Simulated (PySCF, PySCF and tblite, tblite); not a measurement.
**C₅H₅FO₂: conformers and averaged spectra**

Which conformers does C₅H₅FO₂ (`C=CO/C=C(\F)C=O`) populate, and what do their averaged NMR parameters look like?

Programs: PySCF 2.14.0 with density-fitted response routines of our own, and tblite 0.8.0. All values are computed, except where a source is named. Atoms count from 0 throughout.

### 1 The molecule as given

13 atoms, charge 0, multiplicity 1; geometry from: MMFF94s geometry.

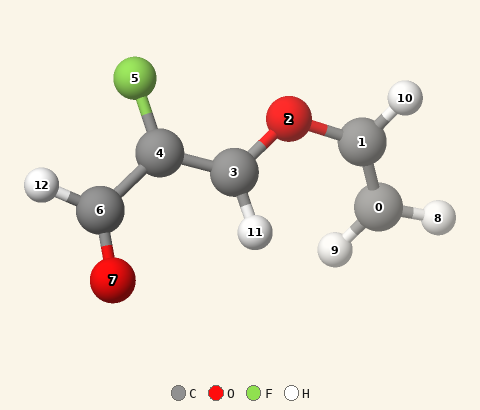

The starting geometry (carbon grey, oxygen red, fluorine green, hydrogen white), atoms numbered.

### 2 GFN2-xTB relaxation, conformer 1

What the job is given:

```
{"job": {"xc": "GFN2-xTB", "basis": "xTB", "kind": "relax"}, "charge": 0, "multiplicity": 1}
C     -2.501200    -0.456500    -0.442700
C     -1.909200     0.672500    -0.859100
O     -0.602700     1.059000    -0.604000
C      0.391900     0.144100    -0.488500
C      1.610100     0.460600    -0.040500
F      1.925800     1.722100     0.304900
C      2.701200    -0.520400     0.073000
O      2.583600    -1.707200    -0.191000
H     -3.548600    -0.632100    -0.681200
H     -2.007400    -1.208500     0.154400
H     -2.427100     1.443500    -1.399800
H      0.131100    -0.872500    -0.779800
H      3.648100    -0.104100     0.451000
```

The run is started by

```
$ OMP_NUM_THREADS=1 python ens_run.py task.json out
```

This one command runs the whole study; its stages follow in the order run.

What it wrote:

```text
step      E/eV     max force
  0    -708.40782    1.665
  1    -708.43996    1.291
  2    -708.46402    0.383
  3    -708.46983    0.314
  4    -708.47528    0.188
  5    -708.47833    0.172
  6    -708.48084    0.161
  7    -708.48332    0.164
  8    -708.48474    0.098
  9    -708.48573    0.084
 10    -708.48660    0.073
 11    -708.48740    0.082
 12    -708.48829    0.104
 13    -708.48946    0.112
 14    -708.49075    0.106
 15    -708.49166    0.085
 16    -708.49218    0.050
 17    -708.49253    0.044
 18    -708.49277    0.036
 19    -708.49277    0.036
 20    -708.49286    0.031
 21    -708.49302    0.033
 22    -708.49312    0.038
 23    -708.49346    0.058
 24    -708.49384    0.062
 25    -708.49419    0.053
 26    -708.49447    0.055
 27    -708.49482    0.072
 28    -708.49530    0.069
 29    -708.49574    0.055
 30    -708.49609    0.060
 31    -708.49642    0.052
 32    -708.49683    0.062
 33    -708.49722    0.058
 34    -708.49751    0.049
 35    -708.49773    0.041
 36    -708.49798    0.042
 37    -708.49828    0.055
 38    -708.49855    0.046
 39    -708.49873    0.035
 40    -708.49886    0.034
 41    -708.49900    0.034
 42    -708.49916    0.036
 43    -708.49929    0.030
 44    -708.49938    0.026
 45    -708.49946    0.027
 46    -708.49955    0.029
 47    -708.49962    0.025
 48    -708.49969    0.024
 49    -708.49974    0.022
 50    -708.49979    0.020
 51    -708.49984    0.022
 52    -708.49989    0.022
 53    -708.49994    0.023
 54    -708.50001    0.026
 55    -708.50012    0.033
 56    -708.50027    0.038
 57    -708.50041    0.027
 58    -708.50055    0.029
 59    -708.50069    0.028
 60    -708.50085    0.030
 61    -708.50103    0.030
 62    -708.50119    0.029
 63    -708.50135    0.037
 64    -708.50152    0.040
 65    -708.50183    0.035
 66    -708.50195    0.026
 67    -708.50204    0.020
 68    -708.50208    0.013
 69    -708.50211    0.011
 70    -708.50212    0.011
 71    -708.50214    0.010
 72    -708.50215    0.010
 73    -708.50217    0.012
 74    -708.50218    0.012
 75    -708.50220    0.010
 76    -708.50221    0.009
 77    -708.50222    0.007
 78    -708.50222    0.005
 79    -708.50223    0.004
 80    -708.50223    0.003
```

Run time: 0.38 s. Hardware: 1 thread of Arm Neoverse V1, shared host.

Gain 0.094 eV; displacement 0.19 Å root mean square.

GFN2-xTB relaxation, conformer 2:

What the job is given:

```
{"job": {"xc": "GFN2-xTB", "basis": "xTB", "kind": "relax"}, "charge": 0, "multiplicity": 1}
C     -3.028700    -0.002400     0.245200
C     -1.789700     0.455000     0.140100
O     -0.722300    -0.398600    -0.080200
C      0.535400     0.129000    -0.181800
C      1.601500    -0.648600    -0.391200
F      1.498000    -1.982900    -0.555600
C      2.969200    -0.097400    -0.500400
O      3.240000     1.095000    -0.376300
H     -3.856900     0.676700     0.432100
H     -3.263700    -1.057600     0.145800
H     -1.540800     1.496600     0.248700
H      0.609700     1.189900    -0.047500
H      3.743700    -0.854200    -0.675500
```

What it wrote:

```text
step      E/eV     max force
  0    -708.41402    2.194
  1    -708.46737    1.932
  2    -708.49444    0.434
  3    -708.50052    0.327
  4    -708.50535    0.186
  5    -708.50818    0.160
  6    -708.50933    0.123
  7    -708.51087    0.109
  8    -708.51178    0.083
  9    -708.51224    0.064
 10    -708.51246    0.041
 11    -708.51263    0.043
 12    -708.51282    0.050
 13    -708.51305    0.060
 14    -708.51328    0.047
 15    -708.51347    0.032
 16    -708.51347    0.032
 17    -708.51354    0.025
 18    -708.51371    0.024
 19    -708.51373    0.022
 20    -708.51376    0.020
 21    -708.51380    0.020
 22    -708.51383    0.021
 23    -708.51387    0.019
 24    -708.51390    0.018
 25    -708.51393    0.019
 26    -708.51396    0.016
 27    -708.51398    0.012
 28    -708.51400    0.012
 29    -708.51402    0.019
 30    -708.51404    0.020
 31    -708.51405    0.014
 32    -708.51406    0.009
 33    -708.51407    0.009
 34    -708.51408    0.011
 35    -708.51409    0.010
 36    -708.51410    0.009
 37    -708.51411    0.011
 38    -708.51412    0.011
 39    -708.51414    0.015
 40    -708.51415    0.012
 41    -708.51416    0.009
 42    -708.51417    0.007
 43    -708.51418    0.008
 44    -708.51418    0.011
 45    -708.51419    0.010
 46    -708.51420    0.007
 47    -708.51420    0.005
 48    -708.51420    0.005
 49    -708.51421    0.003
```

Run time: 0.25 s. Hardware: 1 thread of Arm Neoverse V1, shared host.

Gain 0.100 eV; displacement 0.04 Å root mean square.

GFN2-xTB relaxation, conformer 3:

What the job is given:

```
{"job": {"xc": "GFN2-xTB", "basis": "xTB", "kind": "relax"}, "charge": 0, "multiplicity": 1}
C     -2.854800     0.443000    -0.222100
C     -1.631000     0.019000     0.021200
O     -0.705200     0.785100     0.703000
C      0.602700     0.419200     0.783400
C      1.345700    -0.239400    -0.103000
F      0.859300    -0.647200    -1.303200
C      2.774200    -0.534700     0.115500
O      3.380300    -0.243700     1.151300
H     -3.573100    -0.186300    -0.739000
H     -3.186700     1.435000     0.091000
H     -1.291000    -0.973700    -0.255300
H      1.010400     0.776500     1.727700
H      3.264900    -1.052200    -0.708800
```

What it wrote:

```text
step      E/eV     max force
  0    -708.34118    2.096
  1    -708.36736    2.628
  2    -708.42057    0.418
  3    -708.42802    0.348
  4    -708.43759    0.283
  5    -708.44474    0.170
  6    -708.44853    0.188
  7    -708.45437    0.185
  8    -708.45854    0.179
  9    -708.46102    0.119
 10    -708.46287    0.117
 11    -708.46452    0.104
 12    -708.46625    0.109
 13    -708.46837    0.145
 14    -708.47078    0.143
 15    -708.47288    0.115
 16    -708.47452    0.096
 17    -708.47596    0.112
 18    -708.47716    0.090
 19    -708.47818    0.095
 20    -708.47910    0.085
 21    -708.48004    0.083
 22    -708.48109    0.092
 23    -708.48214    0.083
 24    -708.48308    0.078
 25    -708.48403    0.073
 26    -708.48516    0.115
 27    -708.48663    0.136
 28    -708.48843    0.120
 29    -708.49035    0.128
 30    -708.49222    0.109
 31    -708.49391    0.098
 32    -708.49521    0.075
 33    -708.49603    0.057
 34    -708.49662    0.052
 35    -708.49711    0.058
 36    -708.49744    0.053
 37    -708.49769    0.072
 38    -708.49796    0.038
 39    -708.49796    0.038
 40    -708.49804    0.044
 41    -708.49820    0.047
 42    -708.49836    0.034
 43    -708.49845    0.032
 44    -708.49859    0.040
 45    -708.49872    0.043
 46    -708.49889    0.039
 47    -708.49909    0.034
 48    -708.49929    0.044
 49    -708.49950    0.039
 50    -708.49967    0.035
 51    -708.49980    0.029
 52    -708.49992    0.029
 53    -708.50006    0.032
 54    -708.50021    0.036
 55    -708.50039    0.040
 56    -708.50059    0.044
 57    -708.50075    0.035
 58    -708.50087    0.028
 59    -708.50096    0.028
 60    -708.50109    0.033
 61    -708.50124    0.033
 62    -708.50140    0.032
 63    -708.50156    0.036
 64    -708.50171    0.045
 65    -708.50188    0.049
 66    -708.50206    0.049
 67    -708.50225    0.046
 68    -708.50248    0.050
 69    -708.50281    0.070
 70    -708.50324    0.071
 71    -708.50366    0.057
 72    -708.50398    0.048
 73    -708.50428    0.055
 74    -708.50468    0.074
 75    -708.50529    0.083
 76    -708.50604    0.068
 77    -708.50672    0.084
 78    -708.50693    0.077
 79    -708.50744    0.061
 80    -708.50766    0.039
 81    -708.50789    0.030
 82    -708.50808    0.043
 83    -708.50828    0.050
 84    -708.50853    0.048
 85    -708.50885    0.045
 86    -708.50919    0.045
 87    -708.50945    0.040
 88    -708.50960    0.029
 89    -708.50970    0.038
 90    -708.50978    0.027
 91    -708.50987    0.025
 92    -708.51000    0.017
 93    -708.51007    0.018
 94    -708.51016    0.013
 95    -708.51020    0.015
 96    -708.51023    0.019
 97    -708.51026    0.019
 98    -708.51032    0.017
 99    -708.51039    0.016
100    -708.51047    0.018
101    -708.51052    0.012
102    -708.51054    0.011
103    -708.51056    0.009
104    -708.51058    0.008
105    -708.51059    0.012
106    -708.51060    0.007
107    -708.51060    0.004
108    -708.51060    0.005
109    -708.51061    0.005
110    -708.51061    0.005
111    -708.51061    0.005
112    -708.51061    0.004
113    -708.51062    0.006
114    -708.51062    0.008
115    -708.51063    0.009
116    -708.51064    0.007
117    -708.51064    0.004
118    -708.51065    0.005
119    -708.51065    0.004
```

Run time: 0.56 s. Hardware: 1 thread of Arm Neoverse V1, shared host.

Relaxing gained 0.169 eV and moved the atoms by 0.37 Å on average (rms).

### 3 GFN2-xTB relaxation, conformer 4

What the job is given:

```
{"job": {"xc": "GFN2-xTB", "basis": "xTB", "kind": "relax"}, "charge": 0, "multiplicity": 1}
C     -1.985900     0.762900    -0.481800
C     -1.897700    -0.237200     0.384000
O     -0.931300    -1.235600     0.419800
C      0.342500    -0.975600    -0.014400
C      1.142500    -0.008000     0.437700
F      0.748300     0.889700     1.355600
C      2.527000     0.159600    -0.059500
O      3.045400    -0.558100    -0.900600
H     -2.809200     1.469700    -0.407000
H     -1.290000     0.901600    -1.285100
H     -2.623500    -0.416600     1.176300
H      0.656300    -1.744400    -0.710000
H      3.071200     0.992300     0.418900
```

What it wrote:

```text
step      E/eV     max force
  0    -708.23530    1.653
  1    -708.27793    1.550
  2    -708.30238    0.389
  3    -708.31154    0.312
  4    -708.32117    0.223
  5    -708.32675    0.214
  6    -708.33283    0.242
  7    -708.33800    0.260
  8    -708.34205    0.254
  9    -708.34607    0.173
 10    -708.35064    0.200
 11    -708.35575    0.184
 12    -708.36060    0.174
 13    -708.36695    0.248
 14    -708.37561    0.282
 15    -708.38454    0.253
 16    -708.39091    0.218
 17    -708.39628    0.164
 18    -708.40102    0.175
 19    -708.40526    0.183
 20    -708.40945    0.202
 21    -708.41317    0.162
 22    -708.41638    0.138
 23    -708.41898    0.111
 24    -708.42093    0.117
 25    -708.42271    0.124
 26    -708.42466    0.141
 27    -708.42677    0.148
 28    -708.42903    0.125
 29    -708.43132    0.118
 30    -708.43357    0.140
 31    -708.43588    0.169
 32    -708.43807    0.143
 33    -708.43967    0.181
 34    -708.44128    0.132
 35    -708.44300    0.090
 36    -708.44457    0.121
 37    -708.44542    0.081
 38    -708.44670    0.091
 39    -708.44762    0.071
 40    -708.44832    0.057
 41    -708.44881    0.052
 42    -708.44928    0.060
 43    -708.44986    0.074
 44    -708.45049    0.067
 45    -708.45115    0.103
 46    -708.45178    0.071
 47    -708.45248    0.064
 48    -708.45312    0.061
 49    -708.45363    0.058
 50    -708.45398    0.059
 51    -708.45429    0.053
 52    -708.45457    0.042
 53    -708.45479    0.043
 54    -708.45494    0.035
 55    -708.45494    0.035
 56    -708.45502    0.032
 57    -708.45526    0.036
 58    -708.45533    0.034
 59    -708.45548    0.028
 60    -708.45559    0.032
 61    -708.45571    0.031
 62    -708.45581    0.028
 63    -708.45591    0.031
 64    -708.45601    0.028
 65    -708.45610    0.031
 66    -708.45619    0.026
 67    -708.45627    0.023
 68    -708.45633    0.026
 69    -708.45641    0.023
 70    -708.45649    0.023
 71    -708.45656    0.020
 72    -708.45661    0.015
 73    -708.45664    0.018
 74    -708.45668    0.016
 75    -708.45671    0.013
 76    -708.45673    0.011
 77    -708.45674    0.010
 78    -708.45675    0.010
 79    -708.45677    0.014
 80    -708.45678    0.013
 81    -708.45679    0.009
 82    -708.45680    0.010
 83    -708.45682    0.011
 84    -708.45684    0.014
 85    -708.45685    0.012
 86    -708.45687    0.012
 87    -708.45688    0.013
 88    -708.45690    0.012
 89    -708.45691    0.010
 90    -708.45692    0.008
 91    -708.45693    0.008
 92    -708.45693    0.008
 93    -708.45694    0.007
 94    -708.45695    0.006
 95    -708.45695    0.006
 96    -708.45695    0.006
 97    -708.45696    0.006
 98    -708.45696    0.007
 99    -708.45697    0.006
100    -708.45698    0.007
101    -708.45698    0.008
102    -708.45699    0.006
103    -708.45700    0.006
104    -708.45700    0.005
105    -708.45700    0.004
106    -708.45700    0.005
107    -708.45700    0.005
108    -708.45700    0.004
109    -708.45701    0.002
```

Run time: 0.52 s. Hardware: 1 thread of Arm Neoverse V1, shared host.

Relaxing gained 0.222 eV and moved the atoms by 0.32 Å on average (rms).

### 4 Shieldings, conformer 1: wB97X-D/pcSseg-1 in dichloromethane

What the job is given:

```
{"job": {"xc": "wB97X-D", "basis": "pcSseg-1", "solvent": "dichloromethane", "kind": "nmr", "pop": true}, "charge": 0, "multiplicity": 1}
C     -2.466509    -0.487996    -0.560419
C     -1.907645     0.688626    -0.789989
O     -0.606177     1.058241    -0.610201
C      0.348322     0.156444    -0.399409
C      1.623047     0.474605    -0.095638
F      2.011597     1.761059     0.051245
C      2.658216    -0.523774     0.101749
O      2.486848    -1.716318     0.011776
H     -3.515478    -0.622891    -0.742202
H     -1.931155    -1.342383    -0.185479
H     -2.470982     1.542466    -1.139760
H      0.124355    -0.899421    -0.496670
H      3.641172    -0.088172     0.351660
```

What it wrote:

```text
coarse grid: 11792 points
cycle   1  E = -443.2888991654  dE =  1.617e+00  |g| = 1.023e+00  |ddm| = 3.267e+00
cycle   2  E = -443.1234663666  dE =  1.654e-01  |g| = 1.453e+00  |ddm| = 2.057e+00
cycle   3  E = -443.4914979111  dE = -3.680e-01  |g| = 9.990e-02  |ddm| = 1.309e+00
cycle   4  E = -443.4930840042  dE = -1.586e-03  |g| = 6.270e-02  |ddm| = 1.014e-01
cycle   5  E = -443.4938168274  dE = -7.328e-04  |g| = 1.172e-02  |ddm| = 5.074e-02
cycle   6  E = -443.4938640988  dE = -4.727e-05  |g| = 5.667e-03  |ddm| = 1.909e-02
cycle   7  E = -443.4938743529  dE = -1.025e-05  |g| = 1.756e-03  |ddm| = 8.598e-03
cycle   8  E = -443.4938769371  dE = -2.584e-06  |g| = 7.468e-04  |ddm| = 5.702e-03
final grid: 116920 points
cycle   9  E = -443.5696442112  dE = -1.508e-04  |g| = 6.061e-03  |ddm| = 3.847e-02
cycle  10  E = -443.5696454308  dE = -1.220e-06  |g| = 6.173e-03  |ddm| = 1.055e-02
cycle  11  E = -443.5696504693  dE = -5.038e-06  |g| = 5.498e-04  |ddm| = 3.820e-03
cycle  12  E = -443.5696505531  dE = -8.384e-08  |g| = 2.511e-04  |ddm| = 1.286e-03
cycle  13  E = -443.5696505692  dE = -1.611e-08  |g| = 8.918e-05  |ddm| = 2.340e-04
cycle  14  E = -443.5696505717  dE = -2.507e-09  |g| = 4.062e-05  |ddm| = 1.827e-04
cycle  15  E = -443.5696505725  dE = -7.572e-10  |g| = 1.344e-05  |ddm| = 7.291e-05
converged SCF energy = -443.5696505725

GIAO shielding tensors (ppm)
atom      isotropic    diamagn.    paramagn.     s11        s22        s33       span
  0 C       89.146     258.806    -169.661    -16.949    105.806    178.579    195.528
  1 C       30.583     248.400    -217.818    -80.504     70.864    101.388    181.891
  2 O      165.577     397.145    -231.568     74.403     89.607    332.719    258.315
  3 C       44.897     259.467    -214.570    -34.798     44.573    124.917    159.716
  4 C       34.548     252.657    -218.109    -30.684     51.650     82.677    113.362
  5 F      353.266     474.208    -120.941    285.911    351.137    422.751    136.840
  6 C       -9.442     246.056    -255.498    -89.471    -31.403     92.547    182.017
  7 O     -242.574     406.324    -648.897   -794.001   -335.172    401.451   1195.451
  8 H       26.738      27.966      -1.229     25.372     25.701     29.140      3.768
  9 H       26.638      33.365      -6.727     24.120     24.896     30.898      6.779
 10 H       24.838      28.194      -3.356     21.364     25.544     27.607      6.244
 11 H       23.815      34.964     -11.149     19.988     23.124     28.333      8.345
 12 H       22.026      25.283      -3.257     20.532     21.479     24.067      3.535
```

Run time: 22 s. Hardware: 1 thread of Arm Neoverse V1, shared host.

This run: HOMO -8.76 eV, LUMO -0.24 eV; dipole 2.84 D.

### 5 Single-point energy, conformer 1: PBE0/def2-SVP in dichloromethane

Changed since step 4:

```diff
@@ -1,2 +1,2 @@
-{"job": {"xc": "wB97X-D", "basis": "pcSseg-1", "solvent": "dichloromethane", "kind": "nmr", "pop": true}, "charge": 0, "multiplicity": 1}
+{"job": {"xc": "PBE0", "basis": "def2-SVP", "solvent": "dichloromethane", "kind": "sp"}, "charge": 0, "multiplicity": 1}
 C     -2.466509    -0.487996    -0.560419
```

What it wrote:

```text
coarse grid: 11792 points
cycle   1  E = -442.7021325460  dE =  1.370e+00  |g| = 9.208e-01  |ddm| = 4.012e+00
cycle   2  E = -442.2677778498  dE =  4.344e-01  |g| = 1.723e+00  |ddm| = 3.044e+00
cycle   3  E = -442.8642281961  dE = -5.965e-01  |g| = 1.694e-01  |ddm| = 2.290e+00
cycle   4  E = -442.8687153346  dE = -4.487e-03  |g| = 8.865e-02  |ddm| = 2.181e-01
cycle   5  E = -442.8701372014  dE = -1.422e-03  |g| = 1.489e-02  |ddm| = 8.009e-02
cycle   6  E = -442.8701839605  dE = -4.676e-05  |g| = 5.130e-03  |ddm| = 1.637e-02
cycle   7  E = -442.8701888919  dE = -4.931e-06  |g| = 2.099e-03  |ddm| = 6.175e-03
final grid: 116920 points
cycle   8  E = -442.9443233504  dE = -7.082e-06  |g| = 1.461e-02  |ddm| = 3.430e-02
cycle   9  E = -442.9442308872  dE =  9.246e-05  |g| = 2.628e-02  |ddm| = 3.466e-02
cycle  10  E = -442.9443654013  dE = -1.345e-04  |g| = 1.719e-03  |ddm| = 2.322e-02
cycle  11  E = -442.9443660445  dE = -6.432e-07  |g| = 3.622e-04  |ddm| = 1.778e-03
cycle  12  E = -442.9443660668  dE = -2.228e-08  |g| = 1.247e-04  |ddm| = 4.276e-04
cycle  13  E = -442.9443660697  dE = -2.934e-09  |g| = 4.852e-05  |ddm| = 1.573e-04
cycle  14  E = -442.9443660703  dE = -5.269e-10  |g| = 1.120e-05  |ddm| = 5.717e-05
converged SCF energy = -442.9443660703
```

It took 6.2 s on 1 thread of Arm Neoverse V1, shared host.

Key values: HOMO -6.86 eV, LUMO -1.86 eV; dipole 2.89 D.

### 6 Shieldings, conformer 2: wB97X-D/pcSseg-1 in dichloromethane

What the job is given:

```
{"job": {"xc": "wB97X-D", "basis": "pcSseg-1", "solvent": "dichloromethane", "kind": "nmr", "pop": false}, "charge": 0, "multiplicity": 1}
C     -3.012457     0.005715     0.243407
C     -1.771854     0.453387     0.147257
O     -0.732604    -0.398943    -0.084279
C      0.495667     0.092492    -0.171950
C      1.598573    -0.651055    -0.397463
F      1.521195    -1.991688    -0.554495
C      2.928514    -0.078693    -0.486954
O      3.178975     1.097805    -0.370712
H     -3.827223     0.679169     0.425707
H     -3.233988    -1.041161     0.141635
H     -1.507718     1.501341     0.244116
H      0.644771     1.163203    -0.057202
H      3.713762    -0.831087    -0.675453
```

What it wrote:

```text
coarse grid: 11792 points
cycle   1  E = -443.2888816885  dE =  1.620e+00  |g| = 1.029e+00  |ddm| = 3.284e+00
cycle   2  E = -443.1203924659  dE =  1.685e-01  |g| = 1.463e+00  |ddm| = 2.174e+00
cycle   3  E = -443.4947013068  dE = -3.743e-01  |g| = 9.997e-02  |ddm| = 1.387e+00
cycle   4  E = -443.4962693505  dE = -1.568e-03  |g| = 6.419e-02  |ddm| = 1.019e-01
cycle   5  E = -443.4970500928  dE = -7.807e-04  |g| = 1.152e-02  |ddm| = 5.353e-02
cycle   6  E = -443.4970997784  dE = -4.969e-05  |g| = 5.450e-03  |ddm| = 1.987e-02
cycle   7  E = -443.4971096895  dE = -9.911e-06  |g| = 1.849e-03  |ddm| = 8.790e-03
final grid: 116920 points
cycle   8  E = -443.5716341354  dE = -1.438e-04  |g| = 6.531e-03  |ddm| = 4.017e-02
cycle   9  E = -443.5716351832  dE = -1.048e-06  |g| = 6.830e-03  |ddm| = 1.087e-02
cycle  10  E = -443.5716420474  dE = -6.864e-06  |g| = 5.817e-04  |ddm| = 4.187e-03
cycle  11  E = -443.5716421805  dE = -1.332e-07  |g| = 3.359e-04  |ddm| = 1.503e-03
cycle  12  E = -443.5716422150  dE = -3.453e-08  |g| = 1.199e-04  |ddm| = 4.341e-04
cycle  13  E = -443.5716422232  dE = -8.141e-09  |g| = 4.651e-05  |ddm| = 3.087e-04
cycle  14  E = -443.5716422246  dE = -1.388e-09  |g| = 1.849e-05  |ddm| = 1.349e-04
cycle  15  E = -443.5716422247  dE = -1.586e-10  |g| = 6.686e-06  |ddm| = 3.633e-05
converged SCF energy = -443.5716422247

GIAO shielding tensors (ppm)
atom      isotropic    diamagn.    paramagn.     s11        s22        s33       span
  0 C       82.516     254.923    -172.407    -24.564    104.639    167.473    192.037
  1 C       27.637     254.245    -226.608    -78.115     73.982     87.046    165.161
  2 O      153.814     399.088    -245.275     55.413     99.532    306.496    251.083
  3 C       38.141     256.618    -218.477    -33.581     42.590    105.415    138.995
  4 C       36.668     250.998    -214.330    -26.632     52.293     84.343    110.974
  5 F      356.417     475.433    -119.016    292.589    356.787    419.876    127.287
  6 C       -8.989     245.690    -254.679    -89.045    -30.930     93.007    182.052
  7 O     -235.000     405.860    -640.861   -778.845   -327.214    401.058   1179.903
  8 H       26.723      27.938      -1.216     24.898     25.795     29.475      4.577
  9 H       26.459      30.870      -4.411     23.915     24.961     30.501      6.586
 10 H       24.778      30.987      -6.209     22.473     24.013     27.849      5.376
 11 H       24.246      33.059      -8.813     21.310     23.426     28.002      6.692
 12 H       22.069      24.971      -2.902     20.645     21.428     24.133      3.488
```

It took 21 s on 1 thread of Arm Neoverse V1, shared host.

In short: HOMO -8.62 eV, LUMO -0.11 eV; dipole 3.00 D.

[end of part 1 of 2]
